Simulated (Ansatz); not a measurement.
**Molecular dynamics, with input and output: CH6AlN (part 2 of 2)**

Continued. System: CH6AlN. Method: RKS r2SCAN/6-31G* (Ansatz 0.2.0). The geometry comes from this level: PBE0-D4/def2-TZVP.

Geometry of the input (Å):
```
N  -0.7285  0.2661  -0.4771
C  0.7818  0.4523  -0.3906
Al 0.1499  -0.7946  0.9720
H  -1.0405  -0.1425  -1.3468
H  -1.2547  1.1103  -0.3008
H  1.0258  1.4909  -0.1821
H  1.2579  0.1310  -1.3135
H  0.1308  -2.3440  0.6209
H  -0.2339  -0.2158  2.4008
```

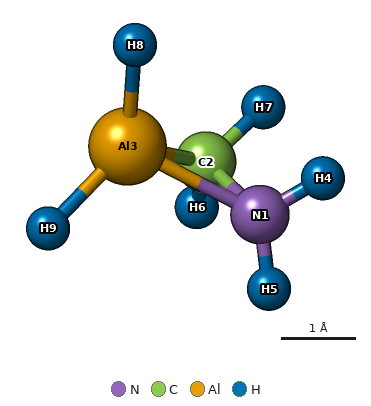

Figure 1. The geometry at step 13 of the log (ball-and-stick view, seen at a tilt; atoms are numbered from 1 in the order of the input).

Trajectory as extended XYZ, continued:
```
9
Properties=species:S:1:pos:R:3:forces:R:3 step=6 time_fs=12.0 energy=-9217.86537 temperature=287.0
N    -0.7203    0.2995   -0.4870   -0.9219   0.1945   0.1615
C     0.7795    0.4401   -0.4476   -1.4715  -0.2854   3.1078
Al    0.1446   -0.8175    1.0068    0.5457   1.1085  -1.6137
H    -1.1633   -0.1455   -1.2830    0.3355  -0.1525  -0.3181
H    -1.2003    1.2006   -0.3476    0.1863  -0.5663   0.0471
H     0.9344    1.4135   -0.0508    0.6319   1.0780  -0.0768
H     1.2823    0.2093   -1.3108    1.1443  -0.4912  -2.3029
H     0.4171   -2.2320    0.4694   -0.2741  -1.0091   0.0891
H    -0.3317   -0.1207    2.2862   -0.1762   0.1235   0.9059
9
Properties=species:S:1:pos:R:3:forces:R:3 step=7 time_fs=14.0 energy=-9217.85727 temperature=258.2
N    -0.7239    0.3063   -0.4880   -1.1975  -1.3680  -0.9532
C     0.7910    0.4403   -0.4399   -0.8442  -0.6868   0.7011
Al    0.1460   -0.8194    1.0086    0.4716   1.4074  -1.7231
H    -1.1732   -0.1451   -1.3218    0.9744   0.3452   0.8290
H    -1.2214    1.1765   -0.3685   -0.0813   0.3198   0.2755
H     0.9005    1.4307   -0.0389    0.8862   0.7355  -0.4517
H     1.2338    0.1697   -1.4041    0.2021   0.4368   0.2968
H     0.4167   -2.2128    0.4921   -0.1812  -1.4389  -0.0670
H    -0.3421   -0.1401    2.2773   -0.2303   0.2489   1.0927
9
Properties=species:S:1:pos:R:3:forces:R:3 step=8 time_fs=16.0 energy=-9217.84236 temperature=256.6
N    -0.7309    0.3094   -0.4916   -0.7253  -1.3681  -0.4431
C     0.7998    0.4384   -0.4299   -0.5575  -0.0168  -0.7378
Al    0.1481   -0.8193    1.0080    0.3269   1.1812  -1.4284
H    -1.1457   -0.1315   -1.3288    0.6824   0.0466   0.4296
H    -1.2457    1.1646   -0.3789   -0.1067   0.5647   0.3616
H     0.9004    1.4761   -0.0443    0.8072  -0.4252  -0.9169
H     1.1930    0.1467   -1.4862   -0.1413   0.9625   2.0417
H     0.4094   -2.2487    0.5123   -0.2258  -1.0048   0.0525
H    -0.3614   -0.1500    2.3103   -0.0600   0.0598   0.6408
9
Properties=species:S:1:pos:R:3:forces:R:3 step=9 time_fs=18.0 energy=-9217.94941 temperature=369.9
N    -0.7398    0.3087   -0.4964   -0.1531   0.1716   1.3396
C     0.8068    0.4363   -0.4223   -0.8064   0.6376  -0.7543
Al    0.1507   -0.8175    1.0053    0.1410   0.6129  -0.9636
H    -1.0921   -0.1160   -1.3193   -0.1655  -0.6886  -1.0661
H    -1.2741    1.1744   -0.3754    0.3430  -0.2098   0.2130
H     0.9313    1.5054   -0.0849    0.5827  -0.9557  -0.8549
H     1.1467    0.1606   -1.4902    0.1778   0.7511   1.8730
H     0.3934   -2.3232    0.5345   -0.3127  -0.1071   0.2652
H    -0.3829   -0.1576    2.3678    0.1932  -0.2119  -0.0519
9
Properties=species:S:1:pos:R:3:forces:R:3 step=10 time_fs=20.0 energy=-9218.06590 temperature=468.0
N    -0.7492    0.3084   -0.4976   -0.0117   0.1006   1.0475
C     0.8113    0.4363   -0.4171   -1.4513   0.8663   0.8290
Al    0.1535   -0.8148    1.0012   -0.0372   0.0805  -0.5383
H    -1.0447   -0.1269   -1.3507   -0.2129  -0.2555  -0.5292
H    -1.2893    1.1761   -0.3638    0.4105  -0.4860   0.0177
H     0.9846    1.4981   -0.1583    0.3285  -0.4446  -0.2725
H     1.1071    0.2033   -1.4224    0.9325  -0.1433  -0.3435
H     0.3654   -2.4019    0.5669   -0.3311   0.6435   0.3659
H    -0.3972   -0.1734    2.4235    0.3726  -0.3614  -0.5764
9
Properties=species:S:1:pos:R:3:forces:R:3 step=11 time_fs=22.0 energy=-9217.93140 temperature=377.8
N    -0.7587    0.3085   -0.4958    0.5053  -1.2651  -0.5167
C     0.8110    0.4391   -0.4092   -1.9448   0.5093   2.2947
Al    0.1562   -0.8120    0.9964   -0.1646  -0.2942  -0.2172
H    -1.0053   -0.1476   -1.4025   -0.0369   0.6703   1.0355
H    -1.2889    1.1592   -0.3515   -0.0679   0.1240  -0.0497
H     1.0506    1.4737   -0.2423    0.1196   0.6484   0.4477
H     1.1032    0.2406   -1.3677    1.4305  -1.0789  -2.5161
H     0.3247   -2.4562    0.6135   -0.2705   1.0365   0.3241
H    -0.3971   -0.2030    2.4572    0.4294  -0.3504  -0.8023
9
Properties=species:S:1:pos:R:3:forces:R:3 step=12 time_fs=24.0 energy=-9218.00176 temperature=417.8
N    -0.7668    0.3050   -0.4955    1.2009  -1.3944  -0.6035
C     0.8046    0.4435   -0.3939   -0.5644   0.1107  -0.6749
Al    0.1587   -0.8097    0.9912   -0.2355  -0.5353   0.0128
H    -0.9673   -0.1427   -1.4146   -0.2826   0.6964   0.9990
H    -1.2911    1.1470   -0.3410   -0.3360   0.4571  -0.0770
H     1.1213    1.4741   -0.3094   -0.2776   0.6001   0.7398
H     1.1541    0.2366   -1.4092    0.2897  -0.8026   0.1474
H     0.2735   -2.4708    0.6725   -0.1590   1.0676   0.1739
H    -0.3806   -0.2462    2.4602    0.3644  -0.1997  -0.7175
9
Properties=species:S:1:pos:R:3:forces:R:3 step=13 time_fs=26.0 energy=-9217.94247 temperature=370.5
N    -0.7716    0.2977   -0.4969    1.3472   0.3278   1.1175
C     0.7963    0.4483   -0.3807    0.8928   0.5818  -2.4339
Al    0.1608   -0.8080    0.9860   -0.2189  -0.5385   0.0447
H    -0.9401   -0.1110   -1.3885   -0.7179  -0.1688  -0.7954
H    -1.3062    1.1522   -0.3335    0.0759  -0.2012  -0.1880
H     1.1816    1.4975   -0.3482   -0.8652  -0.3925   0.7501
H     1.2163    0.2019   -1.4452   -0.6728  -0.3968   1.8686
H     0.2161   -2.4445    0.7384   -0.0290   0.7174  -0.0525
H    -0.3501   -0.2971    2.4357    0.1880   0.0708  -0.3111
9
Properties=species:S:1:pos:R:3:forces:R:3 step=14 time_fs=28.0 energy=-9217.92769 temperature=363.5
N    -0.7726    0.2913   -0.4951    1.1916   0.9224   1.2818
C     0.7908    0.4550   -0.3753    1.3399   0.5824  -2.3127
Al    0.1627   -0.8072    0.9809   -0.1051  -0.1611  -0.1727
H    -0.9402   -0.0858   -1.3928   -0.7274  -0.3889  -1.1568
H    -1.3184    1.1498   -0.3332    0.3201  -0.4636  -0.1496
H     1.2088    1.5059   -0.3584   -1.0995  -0.6925   0.6886
H     1.2528    0.1518   -1.4097   -0.9405  -0.1826   1.7878
H     0.1574   -2.3907    0.8024    0.0805  -0.0234  -0.3141
H    -0.3123   -0.3454    2.3993   -0.0597   0.4073   0.3476
9
Properties=species:S:1:pos:R:3:forces:R:3 step=15 time_fs=30.0 energy=-9218.01511 temperature=434.2
N    -0.7704    0.2874   -0.4898    0.9531  -0.3126  -1.0598
C     0.7897    0.4636   -0.3774    0.3968   0.0199  -0.5556
Al    0.1644   -0.8066    0.9755    0.0022   0.4915  -0.3540
H    -0.9683   -0.0754   -1.4415   -0.1889   0.2832   0.8448
H    -1.3183    1.1297   -0.3386    0.0847   0.1152   0.0924
H     1.1940    1.4878   -0.3422   -0.7708   0.0218   0.5449
H     1.2533    0.0946   -1.3055   -0.3602  -0.3911   0.1259
H     0.1016   -2.3376    0.8546    0.1310  -0.8916  -0.5339
H    -0.2767   -0.3783    2.3760   -0.2479   0.6637   0.8953
9
Properties=species:S:1:pos:R:3:forces:R:3 step=16 time_fs=32.0 energy=-9217.91927 temperature=377.0
N    -0.7656    0.2827   -0.4875    0.7608  -0.7555  -1.8139
C     0.7898    0.4722   -0.3813   -1.3531  -0.4250   1.7150
Al    0.1661   -0.8052    0.9696   -0.0911   0.8489  -0.0172
H    -1.0037   -0.0541   -1.4580    0.1636   0.2911   1.3423
H    -1.3151    1.1138   -0.3404   -0.0486   0.5126   0.3334
H     1.1496    1.4705   -0.3051   -0.1222   1.0602   0.2993
H     1.2401    0.0222   -1.1962    0.7759  -0.9972  -2.0500
H     0.0507   -2.3185    0.8864    0.1484  -1.2075  -0.6354
H    -0.2505   -0.3858    2.3870   -0.2337   0.6724   0.8265
9
Properties=species:S:1:pos:R:3:forces:R:3 step=17 time_fs=34.0 energy=-9218.02138 temperature=435.9
N    -0.7586    0.2758   -0.4901    0.3325   0.3292  -0.4231
C     0.7856    0.4795   -0.3796   -0.8008  -1.2634   0.5851
Al    0.1677   -0.8027    0.9637   -0.3971   0.5039   0.7877
H    -1.0329   -0.0215   -1.4230    0.0590  -0.3154  -0.0618
H    -1.3136    1.1176   -0.3295    0.3295   0.0146   0.4021
H     1.1003    1.4938   -0.2564    0.1428   0.6306  -0.1175
H     1.2565   -0.0886   -1.1652    0.1952   0.3055  -0.7608
H     0.0053   -2.3457    0.8940    0.2130  -0.6593  -0.6162
H    -0.2332   -0.3675    2.4298   -0.0742   0.4543   0.2045
9
Properties=species:S:1:pos:R:3:forces:R:3 step=18 time_fs=36.0 energy=-9217.86765 temperature=308.9
N    -0.7508    0.2698   -0.4939    0.1599   1.1852   1.1029
C     0.7788    0.4828   -0.3761    0.2844  -1.3437  -0.5512
Al    0.1687   -0.7994    0.9588   -0.7015  -0.1360   1.5248
H    -1.0600   -0.0010   -1.3902   -0.2304  -0.7721  -1.4738
H    -1.2995    1.1220   -0.3032    0.5269  -0.3777   0.3554
H     1.0563    1.5413   -0.2120    0.1286  -0.7376  -0.5725
H     1.2805   -0.1881   -1.1632   -0.5516   1.8198   0.5879
H    -0.0320   -2.3983    0.8780    0.3148   0.1846  -0.5209
H    -0.2186   -0.3318    2.4805    0.0690   0.1774  -0.4525
9
Properties=species:S:1:pos:R:3:forces:R:3 step=19 time_fs=38.0 energy=-9217.78176 temperature=216.9
N    -0.7424    0.2671   -0.4947   -0.3548   0.2838  -0.3127
C     0.7728    0.4818   -0.3743    0.4791  -1.0132  -0.5559
Al    0.1687   -0.7963    0.9562   -0.8776  -0.6249   1.9130
H    -1.0960   -0.0100   -1.4139    0.3209  -0.1633   0.0826
H    -1.2652    1.1119   -0.2631    0.1677  -0.0782   0.2761
H     1.0171    1.5608   -0.1894    0.2728  -1.2080  -0.7550
H     1.2835   -0.2181   -1.1387   -0.5252   2.0644   0.5775
H    -0.0574   -2.4439    0.8419    0.3923   0.7854  -0.3877
H    -0.2014   -0.2891    2.5141    0.1248  -0.0459  -0.8379
9
Properties=species:S:1:pos:R:3:forces:R:3 step=20 time_fs=40.0 energy=-9217.84607 temperature=273.0
N    -0.7350    0.2652   -0.4963   -0.5649  -0.5836  -1.1868
C     0.7684    0.4775   -0.3743   -0.3016  -0.5846   0.3979
Al    0.1675   -0.7941    0.9562   -0.8956  -0.8437   1.9127
H    -1.1198   -0.0253   -1.4345    0.6742   0.3601   1.1600
H    -1.2243    1.0987   -0.2123   -0.3013   0.2944   0.1467
H     0.9883    1.5339   -0.1957    0.5440  -0.3803  -0.5654
H     1.2662   -0.1691   -1.0919    0.3338   0.9008  -0.7156
H    -0.0679   -2.4597    0.7908    0.4150   1.0142  -0.2453
H    -0.1793   -0.2480    2.5156    0.0965  -0.1773  -0.9039
```

Summary:

```json
{"quantity": "outcome", "value": "finished"}
{"quantity": "mean temperature over the second half", "value": "368 K"}
{"quantity": "trajectory", "value": "20 steps, 40 fs"}
{"quantity": "ensemble", "value": "nvt_nose_hoover"}
{"quantity": "temperature in the input", "value": "700 K"}
{"quantity": "time step", "value": "2 fs"}
{"quantity": "potential energy (last step)", "value": "−9217.8461 eV"}
{"quantity": "SCF solution under orbital rotations (last step)", "value": "stable"}
{"quantity": "largest force (length of the vector) (last step)", "value": "2.274 eV/Å"}
{"quantity": "dipole moment (last step)", "value": "4.16 D"}
{"quantity": "hardware", "value": "2 threads of INTEL XEON PLATINUM @ 2.30GHz, 23 GiB of memory available, shared host"}
{"quantity": "wall time", "value": "17 s (CPU time 31 s)"}
{"quantity": "peak memory", "value": "0.36 GiB"}
```

So short a trajectory is not equilibrated. The temperature stays far from the 700 K of the thermostat over the second half: the run isn't equilibrated.
